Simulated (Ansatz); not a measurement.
# Al2Si: what a guessed cell relaxes into, part 2 of 2

Where does this trial cell of Al2Si go when cell and atoms are let free?

Ansatz 0.2.0; DFT PBE, scalar-relativistic, plane waves, PAW. Earlier steps stand in the parts before.

### 5 Full relaxation

The end of the coarse run is made exact in the group found at a tolerance of 0.06 Å and reduced to its primitive cell.

File input.yaml:

```yaml
crystal:
  lattice:
    - [4.6174339353, 0.0, 0.0]
    - [-2.3087169677, 3.9988150883, 0.0]
    - [0.0, 0.0, 2.6864904663]
  atoms:
    - { symbol: Al, position: [0.3333333333, 0.6666666667, 0.5] }
    - { symbol: Al, position: [0.6666666667, 0.3333333333, 0.5] }
    - { symbol: Si, position: [0.0, 0.0, 0.0] }
basis:
  ecutwfc: 420
kpoints:
  mp_grid: { grid: [12, 12, 18] }
hamiltonian:
  xc: pbe
scf:
  occupations: { method: gaussian, width: 0.1 }
output:
  forces: true
  stress: true
  eigenvalues: true
relax:
  adjacent_minimum: "off"
  f_tol: 0.01
  max_steps: 80
  cell: { stress_tol: 0.05 }
```

Command:

```console
> ansatz run input.yaml --threads 1 --pin off --max-ram 2560MiB --backend cpu --events-out ev --progress --plain --runs-dir out
```

The program printed:

```text
Warning: RAYON_NUM_THREADS=1 ignored (pool sized by the plan → 1); use --threads N
Engine: ansatz 0.2.0, aarch64-unknown-linux-gnu
Pseudopotentials: kind: paw
Pseudopotential: Al, paw, valence charge 3, recommended cutoff 420 eV (normal), Al.paw.azcp
Pseudopotential: Si, paw, valence charge 4, recommended cutoff 420 eV (normal), Si.paw.azcp
Functional definition: PBE
  parameter kappa = 0.804
  parameter beta = 0.06672455060314922
  exchange = pbe_x(kappa = kappa, mu = beta*pi^2/3)
  correlation = pbe_c(beta = beta)
Crystal: 3 atoms, lattice volume = 49.604 Å³
Basis set: ecut = 420 eV, 951 PW (Γ), exchange–correlation on 64×64×36 points (8 copies of the dense FFT grid, shifted against one another)
Bands: 9, of which v1, the nominal top of the filled ones, is band 5 counted from 1 (4 counted from 0)
Symmetry: 24 space group operations
Space group: P6/mmm (ITA 191), of the structure as read, at distance tolerance 3.7e-5 Å
k-points: 190 of 2592
Non-local potential: Al, projectors of the file, l = 0: 2, l = 1: 2, l = 2: 1
Non-local potential: Si, projectors of the file, l = 0: 2, l = 1: 2, l = 2: 2
PAW form: soft (Blöchl's): semilocal exchange-correlation on the pseudo side does not see the compensation charge
PAW one-centre angular grid: Al, 110 points (default); XC on 64 Gauss nodes
PAW one-centre angular grid: Si, 110 points (default); XC on 64 Gauss nodes
Initial density: superposition of atomic densities (neutral atoms: chi_scale 0, normalization atom), corrected by the library's trained network
Initial wavefunctions: pseudopotential atomic-orbital guess
Functional: x = pbe(κ = 0.804, μ = 0.2195149727645171), c = pbe(β = 0.06672455060314922)
SCF iter   1: F=—  HF=-1709.843464 eV  |F-HF|=—  |Δ(HF+E_count)|=         —  Δρ=1.69e-3  dr2=2.27e-3  ethr=1.77e-3  ⟨swp⟩=5.5  Hψ=13266  notcnv=0
preconditioner: auto → none  [metal: Δε(μ)=0.046 eV  Ē_g=7.691 eV  σ=0.100 eV  W_gap=0.26  n_scr=6 (ndim 8)  ℏωp=16.7 eV  f_vac=0.000  D(μ)=1.13/eV (n_scr^D=6)  sad-step TF]
SCF iter   2: F=—  HF=-1709.843247 eV  |F-HF|=—  |Δ(HF+E_count)|=   2.17e-4  Δρ=9.16e-4  dr2=5.96e-4  ethr=2.27e-5  ⟨swp⟩=1.2  Hψ=3290  notcnv=0
SCF iter   3: F=—  HF=-1709.843162 eV  |F-HF|=—  |Δ(HF+E_count)|=   8.48e-5  Δρ=1.04e-4  dr2=1.15e-5  ethr=5.96e-6  ⟨swp⟩=1.8  Hψ=2278  notcnv=0
SCF iter   4: F=—  HF=-1709.843149 eV  |F-HF|=—  |Δ(HF+E_count)|=   1.32e-5  Δρ=2.05e-5  dr2=4.51e-7  ethr=1.15e-7  ⟨swp⟩=2.5  Hψ=2550  notcnv=0
iter 5 did not close the SCF: its close was put off for the readings that it lacked (scf_convergence_deferred on its scf_iter line)
SCF iter   5: F=-1709.843149 eV  HF=-1709.843149 eV  |F-HF|=2.00e-8  |Δ(HF+E_count)|=   1.43e-7  Δρ=5.04e-6  dr2=2.76e-8  ethr=4.51e-9  ⟨swp⟩=2.3  Hψ=2497  notcnv=0
SCF iter   6: F=-1709.843149 eV  HF=-1709.843149 eV  |F-HF|=6.34e-10  |Δ(HF+E_count)|=   8.41e-9  Δρ=1.35e-6  dr2=1.16e-9  ethr=2.76e-10  ⟨swp⟩=2.5  Hψ=6462  notcnv=0
SCF 1 converged in 6 iterations: F = -1709.843149 eV  dr2 = 1.16e-9
relax step   1: F+E_penalty+E_count = -1709.84314900 eV  Δ(F+E_penalty+E_count) = +0.000e0 eV  max|allowed force component| = 3.701e-17 eV/Å  Δτ_max = 0.0000 Å  P = +0.595 GPa  Ω = 49.604 Å³  (6 SCF iters, dr2 threshold 1.00e-7 eV, accepted)
Crystal: 3 atoms, lattice volume = 49.886 Å³
Basis set: ecut = 420 eV, 963 PW (Γ), exchange–correlation on 64×64×36 points (8 copies of the dense FFT grid, shifted against one another)
Initial density: handed on by an earlier stage of this run
Initial wavefunctions: those handed on with the density
iter 1 solved again at ethr=1.52e-5 eV; its pass at ethr=3.10e-3 eV (dr2=1.52e-3 eV) is discarded
SCF iter   1: F=—  HF=-1709.854927 eV  |F-HF|=—  |Δ(HF+E_count)|=         —  Δρ=1.60e-3  dr2=1.58e-3  ethr=1.52e-5  ⟨swp⟩=1.7  Hψ=13962  notcnv=0
preconditioner: auto → none  [metal: Δε(μ)=0.020 eV  Ē_g=7.654 eV  σ=0.100 eV  W_gap=0.11  n_scr=6 (ndim 8)  ℏωp=16.6 eV  f_vac=0.000  D(μ)=1.27/eV (n_scr^D=6)]
SCF iter   2: F=—  HF=-1709.854471 eV  |F-HF|=—  |Δ(HF+E_count)|=   4.55e-4  Δρ=5.94e-4  dr2=2.12e-4  ethr=1.52e-5  ⟨swp⟩=1.0  Hψ=1710  notcnv=0
SCF iter   3: F=—  HF=-1709.854379 eV  |F-HF|=—  |Δ(HF+E_count)|=   9.18e-5  Δρ=9.72e-5  dr2=1.55e-5  ethr=2.12e-6  ⟨swp⟩=2.0  Hψ=2447  notcnv=0
SCF iter   4: F=-1709.854375 eV  HF=-1709.854375 eV  |F-HF|=5.31e-8  |Δ(HF+E_count)|=   4.52e-6  Δρ=2.03e-5  dr2=1.64e-7  ethr=3.00e-9  ⟨swp⟩=4.1  Hψ=10172  notcnv=0
SCF 2 converged in 4 iterations: F = -1709.854375 eV  dr2 = 1.64e-7
relax step   2: F+E_penalty+E_count = -1709.85437473 eV  Δ(F+E_penalty+E_count) = -1.123e-2 eV  max|allowed force component| = 3.238e-17 eV/Å  Δτ_max = 0.0000 Å  P = +0.110 GPa  Ω = 49.886 Å³  energy of the carried Pulay correction = -9.391e-5 eV  (4 SCF iters, dr2 threshold 3.00e-7 eV, accepted)
Crystal: 3 atoms, lattice volume = 49.788 Å³
iter 1 solved again at ethr=1.36e-5 eV; its pass at ethr=3.10e-3 eV (dr2=1.36e-3 eV) is discarded
SCF iter   1: F=—  HF=-1709.857984 eV  |F-HF|=—  |Δ(HF+E_count)|=         —  Δρ=1.52e-3  dr2=1.43e-3  ethr=1.36e-5  ⟨swp⟩=1.9  Hψ=13850  notcnv=0
preconditioner: auto → none  [metal: Δε(μ)=0.016 eV  Ē_g=7.657 eV  σ=0.100 eV  W_gap=0.09  n_scr=6 (ndim 8)  ℏωp=16.6 eV  f_vac=0.000  D(μ)=1.12/eV (n_scr^D=6)]
SCF iter   2: F=—  HF=-1709.857578 eV  |F-HF|=—  |Δ(HF+E_count)|=   4.06e-4  Δρ=5.63e-4  dr2=1.92e-4  ethr=1.36e-5  ⟨swp⟩=1.0  Hψ=1710  notcnv=0
SCF iter   3: F=—  HF=-1709.857484 eV  |F-HF|=—  |Δ(HF+E_count)|=   9.37e-5  Δρ=1.02e-4  dr2=1.63e-5  ethr=1.92e-6  ⟨swp⟩=2.0  Hψ=2423  notcnv=0
SCF iter   4: F=-1709.857479 eV  HF=-1709.857479 eV  |F-HF|=3.85e-8  |Δ(HF+E_count)|=   4.81e-6  Δρ=1.91e-5  dr2=1.62e-7  ethr=3.00e-9  ⟨swp⟩=4.1  Hψ=10066  notcnv=0
SCF 3 converged in 4 iterations: F = -1709.857479 eV  dr2 = 1.62e-7
relax step   3: F+E_penalty+E_count = -1709.85747914 eV  Δ(F+E_penalty+E_count) = -3.104e-3 eV  max|allowed force component| = 3.084e-17 eV/Å  Δτ_max = 0.0000 Å  P = +0.162 GPa  Ω = 49.788 Å³  energy of the carried Pulay correction = -8.693e-5 eV  (4 SCF iters, dr2 threshold 3.00e-7 eV, accepted)
Crystal: 3 atoms, lattice volume = 49.945 Å³
iter 1 solved again at ethr=5.40e-7 eV; its pass at ethr=3.10e-3 eV (dr2=5.40e-5 eV) is discarded
SCF iter   1: F=—  HF=-1709.857653 eV  |F-HF|=—  |Δ(HF+E_count)|=         —  Δρ=3.02e-4  dr2=5.78e-5  ethr=5.40e-7  ⟨swp⟩=2.4  Hψ=13390  notcnv=0
preconditioner: auto → none  [metal: Δε(μ)=0.021 eV  Ē_g=7.642 eV  σ=0.100 eV  W_gap=0.12  n_scr=6 (ndim 8)  ℏωp=16.6 eV  f_vac=0.000  D(μ)=1.11/eV (n_scr^D=6)]
SCF iter   2: F=—  HF=-1709.857599 eV  |F-HF|=—  |Δ(HF+E_count)|=   5.41e-5  Δρ=1.09e-4  dr2=7.33e-6  ethr=5.40e-7  ⟨swp⟩=1.0  Hψ=1717  notcnv=0
SCF iter   3: F=—  HF=-1709.857596 eV  |F-HF|=—  |Δ(HF+E_count)|=   2.71e-6  Δρ=2.13e-5  dr2=6.51e-7  ethr=7.33e-8  ⟨swp⟩=2.0  Hψ=2387  notcnv=0
SCF iter   4: F=-1709.857596 eV  HF=-1709.857596 eV  |F-HF|=1.18e-8  |Δ(HF+E_count)|=   2.01e-7  Δρ=3.98e-6  dr2=1.23e-8  ethr=2.22e-9  ⟨swp⟩=4.8  Hψ=7678  notcnv=0
SCF 4 converged in 4 iterations: F = -1709.857596 eV  dr2 = 1.23e-8
relax step   4: F+E_penalty+E_count = -1709.85759559 eV  Δ(F+E_penalty+E_count) = -1.165e-4 eV  max|allowed force component| = 5.860e-17 eV/Å  Δτ_max = 0.0000 Å  P = -0.058 GPa  Ω = 49.945 Å³  energy of the carried Pulay correction = -1.247e-4 eV  (4 SCF iters, dr2 threshold 2.22e-7 eV, accepted)
Crystal: 3 atoms, lattice volume = 49.892 Å³
iter 1 solved again at ethr=3.33e-8 eV; its pass at ethr=3.10e-3 eV (dr2=3.33e-6 eV) is discarded
SCF iter   1: F=—  HF=-1709.857663 eV  |F-HF|=—  |Δ(HF+E_count)|=         —  Δρ=7.50e-5  dr2=3.55e-6  ethr=3.33e-8  ⟨swp⟩=2.5  Hψ=13435  notcnv=0
preconditioner: auto → none  [metal: Δε(μ)=0.011 eV  Ē_g=7.647 eV  σ=0.100 eV  W_gap=0.06  n_scr=6 (ndim 8)  ℏωp=16.6 eV  f_vac=0.000  D(μ)=1.11/eV (n_scr^D=6)]
SCF iter   2: F=—  HF=-1709.857626 eV  |F-HF|=—  |Δ(HF+E_count)|=   3.72e-5  Δρ=3.03e-5  dr2=6.05e-7  ethr=3.33e-8  ⟨swp⟩=2.0  Hψ=2535  notcnv=0
SCF iter   3: F=—  HF=-1709.857626 eV  |F-HF|=—  |Δ(HF+E_count)|=   1.65e-7  Δρ=1.16e-5  dr2=2.14e-7  ethr=6.05e-9  ⟨swp⟩=2.3  Hψ=2477  notcnv=0
SCF iter   4: F=-1709.857625 eV  HF=-1709.857625 eV  |F-HF|=1.11e-9  |Δ(HF+E_count)|=   6.55e-8  Δρ=1.43e-6  dr2=1.49e-9  ethr=2.40e-10  ⟨swp⟩=2.9  Hψ=6438  notcnv=0
SCF 5 converged in 4 iterations: F = -1709.857625 eV  dr2 = 1.49e-9
relax step   5: F+E_penalty+E_count = -1709.85762549 eV  Δ(F+E_penalty+E_count) = -2.990e-5 eV  max|allowed force component| = 1.850e-17 eV/Å  Δτ_max = 0.0000 Å  P = +0.015 GPa  Ω = 49.892 Å³  energy of the carried Pulay correction = -1.117e-4 eV  (4 SCF iters, dr2 threshold 2.40e-8 eV, accepted)
Basis set: ecut = 420 eV, 963 PW (Γ), exchange–correlation on 64×64×40 points (8 copies of the dense FFT grid, shifted against one another)
Initial wavefunctions: pseudopotential atomic-orbital guess (no wavefunctions were taken with the density)
iter 1 solved again at ethr=2.09e-8 eV; its pass at ethr=3.10e-3 eV (dr2=2.09e-6 eV) is discarded
SCF iter   1: F=—  HF=-1709.857809 eV  |F-HF|=—  |Δ(HF+E_count)|=         —  Δρ=2.70e-5  dr2=3.10e-8  ethr=2.09e-8  ⟨swp⟩=3.0  Hψ=18558  notcnv=0
SCF iter   2: F=—  HF=-1709.857852 eV  |F-HF|=—  |Δ(HF+E_count)|=   4.30e-5  Δρ=1.37e-5  dr2=9.33e-9  ethr=3.10e-10  ⟨swp⟩=2.0  Hψ=2688  notcnv=0
SCF iter   3: F=—  HF=-1709.857852 eV  |F-HF|=—  |Δ(HF+E_count)|=   1.06e-7  Δρ=2.58e-6  dr2=9.57e-9  ethr=9.33e-11  ⟨swp⟩=2.0  Hψ=2680  notcnv=0
SCF iter   4: F=—  HF=-1709.857852 eV  |F-HF|=—  |Δ(HF+E_count)|=   2.46e-9  Δρ=6.72e-7  dr2=3.97e-10  ethr=9.33e-11  ⟨swp⟩=2.1  Hψ=2463  notcnv=0
SCF iter   5: F=—  HF=-1709.857852 eV  |F-HF|=—  |Δ(HF+E_count)|=  5.73e-11  Δρ=2.52e-7  dr2=4.40e-11  ethr=3.97e-12  ⟨swp⟩=1.5  Hψ=2031  notcnv=0
SCF iter   6: F=-1709.857852 eV  HF=-1709.857852 eV  |F-HF|=2.27e-13  |Δ(HF+E_count)|=  2.96e-12  Δρ=1.18e-8  dr2=3.86e-14  ethr=1.00e-12  ⟨swp⟩=5.0  Hψ=6261  notcnv=0
SCF 6 converged in 6 iterations: F = -1709.857852 eV  dr2 = 3.86e-14
relax step   6: F+E_penalty+E_count = -1709.85785179 eV  Δ(F+E_penalty+E_count) = -2.263e-4 eV  max|allowed force component| = 1.542e-17 eV/Å  Δτ_max = 0.0000 Å  P = +0.023 GPa  Ω = 49.892 Å³  stress off target by 3.85e-2 GPa  SCF on the basis re-selected at this cell (its energy is not comparable with the rows above)  (6 SCF iters)
basis re-selected at this cell: Δ(F+E_penalty+E_count) = -2.263e-4 eV, ΔP = +0.008 GPa vs the last step (what re-selecting the basis moved, of the pressure what is left beyond the Pulay correction that the steps carried, after the strain that the cell walked since its last selection, with what the two solves' SCF thresholds leave and, on support functions, any second-order correction that the steps lacked; it is no measure of the basis error at this ecutwfc). The dense FFT grid was sized anew with the basis: this SCF ran on 32×32×20 points, the steps before it on 32×32×18, so part of this shift can come from that change (see relax.cell in the input reference). This SCF's stress stands 3.85e-2 GPa from its target on what of the cell is left free (relax.cell.stress_tol is 5.00e-2 GPa) and its largest allowed force component is 1.54e-17 eV/Å (relax.f_tol is 1.00e-2 eV/Å): within both
SCF converged after 6 iterations
Free energy (F): -1709.857852 eV
Harris-Foulkes:  -1709.857852 eV  (|F-HF|=2.27e-13)
Internal energy: -1709.852323 eV  (E = F + TS)
E sigma→0 (E₀):  -1709.855088 eV
Entropy (-TS):   -0.005528 eV (-1.843 meV/atom)
Fermi energy:    8.156175 eV
--- Per-component energies (eV) ---
  E_band       = 34.736649
  E_kinetic    = 83.684535
  E_local      = 11.859149  (includes V_loc(G=0)·N_el)
  E_nonlocal   = 46.804862
  E_hartree    = 2.869568
  E_xc         = -134.408768
  E_vxc        = -104.235389  (∫ρ·V_xc dr)
  E_paw        = -1446.692414  (= ΣΔE_a)
  E_vpaw       = -9.115647  (= ΣTr[D̂ρ^β])
  E_aug_tail   = 0.000003  (compensation charges beyond the density's cutoff)
  E_ewald      = -273.969259
  E_smearing   = -0.005528  (= −TS)
  E_closure    = 0.000000  (closes the sum)
  Σ components = -1709.857852   (vs F -1709.857852, Δ=0.00e0)
--- Forces (eV/Å), atoms counted from 1 ---
  atom   1  Al     0.00000000     0.00000000     0.00000000
  atom   2  Al     0.00000000     0.00000000    -0.00000000
  atom   3  Si     0.00000000    -0.00000000     0.00000000
  max |Σ_I F_I| component: 4.63e-17 eV/Å
--- Stress (GPa, compression-positive) ---
        0.015265      -0.000000       0.000000
       -0.000000       0.015265       0.000000
        0.000000       0.000000       0.038514
  P = ⅓ Tr σ = 0.0230 GPa (0.230 kbar)
--- Band table (eV; the first three rows and the last of 190) ---
  k-point 0: bands = ["-3.7755", "4.5359", "5.0114", "5.0114", "5.9850", "5.9850", "6.8960", "13.8359", "15.2945"]
  k-point 1: bands = ["-3.7159", "4.5939", "5.0673", "5.0673", "6.0400", "6.0400", "6.9530", "12.5705", "16.5293"]
  k-point 2: bands = ["-3.5372", "4.7677", "5.2350", "5.2350", "6.2050", "6.2050", "7.1230", "10.8429", "17.1828"]
  k-point 189: bands = ["2.6623", "3.2181", "4.6193", "4.6193", "4.8411", "4.8411", "11.5411", "12.0966", "12.0966"]
--- Relaxed structure (5 steps of the walk, 5 accepted, 1 SCFs on fresh bases) ---
  F+E_penalty+E_count = -1709.85785179 eV   max|allowed force component| = 1.542e-17 eV/Å   (the final SCF, on the basis selected at the relaxed cell)
  cell:  # Å, volume = 49.8922 Å³
    - [4.573565653546469, 2.8593210047808813e-11, 0.0]
    - [-2.286782826797997, 3.9608240418329235, 0.0]
    - [0.0, 0.0, 2.754178176480951]
  atoms:
    - { symbol: Al, position: [0.3333333333333333, 0.6666666666666667, 0.5000000000000001] }
    - { symbol: Al, position: [0.6666666666666667, 0.3333333333333334, 0.5000000000000001] }
    - { symbol: Si, position: [-5.021731374986492e-35, -1.0970350796507826e-34, 0.0] }
```

It took 37 s on 1 thread of Arm Neoverse V1, shared host; peak memory 0.38 GiB.

Step by step:

```csv
step,E - E(step 1) (eV/cell),largest force component (eV/Å),pressure (GPa),volume (Å³)
1,0.0000,0.0000,0.60,49.60
2,-0.0112,0.0000,0.11,49.89
3,-0.0143,0.0000,0.16,49.79
4,-0.0144,0.0000,-0.06,49.95
5,-0.0145,0.0000,0.02,49.89
6,-0.0147,0.0000,0.02,49.89
```

Step 1 is the start. Step 6 repeats the geometry before it on a plane-wave basis chosen anew for that cell, so its energy need not be comparable with the rows above.

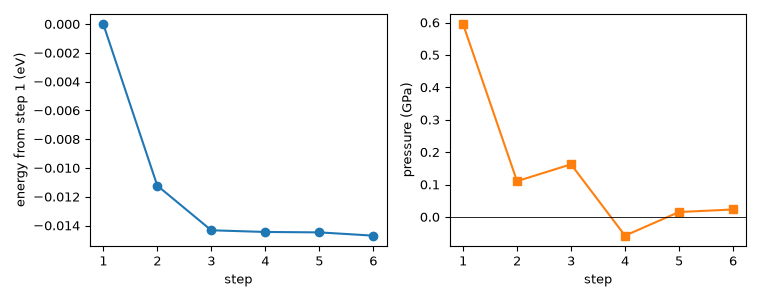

Energy and pressure along the relaxation.

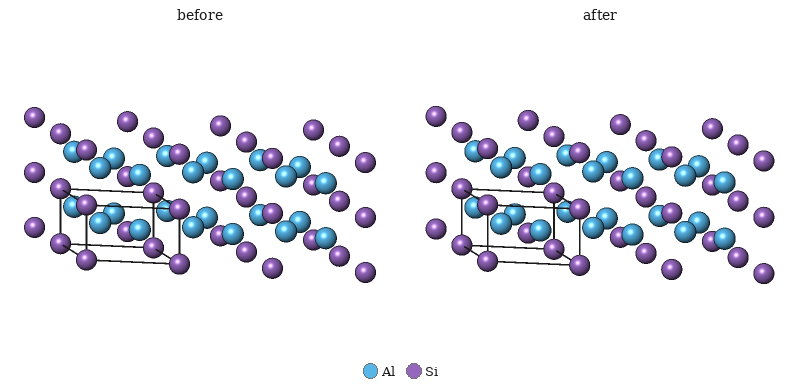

Before and after, at one scale. The change is too small to see at this scale.

|  | before | after | change |
| --- | --- | --- | --- |
| a (Å) | 4.617 | 4.574 | -1.0 % |
| b (Å) | 4.617 | 4.574 | -1.0 % |
| c (Å) | 2.686 | 2.754 | +2.5 % |
| volume (Å³/atom) | 16.53 | 16.63 | +0.6 % |
| shortest distance (Å) | 2.666 | 2.641 | -1.0 % |
| space group (0.01 Å) | P6/mmm | P6/mmm | same |

The run keeps the 24 symmetry operations of the start, so it could not have lowered the symmetry.

### 6 Changing settings: preconditioner resta, mixing.algorithm msr1, mixing.beta 0.2

Changes to input.yaml since step 5:

```diff
@@ -17,6 +17,7 @@
   occupations: { method: gaussian, width: 0.1 }
+  mixing: { preconditioner: resta, algorithm: msr1, beta: 0.2 }
 output:
   forces: true
+  eigenvalues: true
   stress: true
-  eigenvalues: true
 relax:
```

Command:

```console
> ansatz run input.yaml --threads 1 --pin off --max-ram 2560MiB --backend cpu --events-out ev --progress --plain --runs-dir out
```

The program printed (excerpt; [...] marks lines left out):

```text
Warning: RAYON_NUM_THREADS=1 ignored (pool sized by the plan → 1); use --threads N
[...]
[... 4 set-up lines as earlier in the session ...]
[...]
Crystal: 3 atoms, lattice volume = 49.604 Å³
Basis set: ecut = 420 eV, 951 PW (Γ), exchange–correlation on 64×64×36 points (8 copies of the dense FFT grid, shifted against one another)
Bands: 9, of which v1, the nominal top of the filled ones, is band 5 counted from 1 (4 counted from 0)
[... 2 set-up lines as earlier in the session ...]
k-points: 190 of 2592
[...]
SCF iter   1: F=—  HF=-1709.843464 eV  |F-HF|=—  |Δ(HF+E_count)|=         —  Δρ=1.69e-3  dr2=2.27e-3  ethr=1.77e-3  ⟨swp⟩=5.5  Hψ=13266  notcnv=0
[...]
--- Stress (GPa, compression-positive) ---
        0.007863      -0.000000       0.000000
       -0.000000       0.007863       0.000000
        0.000000       0.000000       0.026273
  P = ⅓ Tr σ = 0.0140 GPa (0.140 kbar)
--- Band table (eV; the first three rows and the last of 190) ---
  k-point 0: bands = ["-3.7760", "4.5345", "5.0105", "5.0105", "5.9840", "5.9840", "6.8946", "13.8331", "15.2921"]
[...]
--- Relaxed structure (5 steps of the walk, 5 accepted, 1 SCFs on fresh bases) ---
  F+E_penalty+E_count = -1709.85785300 eV   max|allowed force component| = 1.850e-17 eV/Å   (the final SCF, on the basis selected at the relaxed cell)
  cell:  # Å, volume = 49.8986 Å³
    - [4.5737167979293245, 2.8594155319209954e-11, 0.0]
    - [-2.2868583989894256, 3.960954936708115, 0.0]
    - [0.0, 0.0, 2.7543477557151017]
  atoms:
    - { symbol: Al, position: [0.3333333333333333, 0.6666666666666666, 0.5000000000000001] }
    - { symbol: Al, position: [0.6666666666666666, 0.33333333333333337, 0.5000000000000001] }
    - { symbol: Si, position: [-1.1552826799352072e-34, -6.421668758869232e-35, 0.0] }
```

Wall time 38 s (1 thread of Arm Neoverse V1, shared host); peak memory 0.38 GiB.

| run | ending | energy change | pressure (GPa) | gap (eV) | force (eV/Å) | cycles | time |
| --- | --- | --- | --- | --- | --- | --- | --- |
| step 5 | converged | 0 | 0.0 | 0.00 | 0.00 | - | 37 s |
| variant | converged | 0.0 meV/atom | 0.0 | 0.00 | 0.00 | - | 38 s |

The changed mixing doesn't alter the result here (within 0.5 meV/atom).

### 7 Results

What follows sums up all 2 parts. Changes of volume or cell count from the first structure of part 1.

| quantity | value |
| --- | --- |
| symmetry at the end (tolerance 0.05 Å) | space group P6/mmm (No. 191) |
| conventional cell | a = 4.574 Å, b = 4.574 Å, c = 2.754 Å, α = 90.00°, β = 90.00°, γ = 120.00° |
| volume | 16.63 Å³/atom |
| energy over the elements | +0.32 eV/atom |
| gap on the mesh | none (metal) |

In words: The space group P6/mmm (No. 191) is kept, and the volume per atom grows by 16.4 % from the first guess. The formation energy is positive, so the separate elements lie lower. No finished test with a distortion of lower symmetry is shown, so the end may be a saddle point.
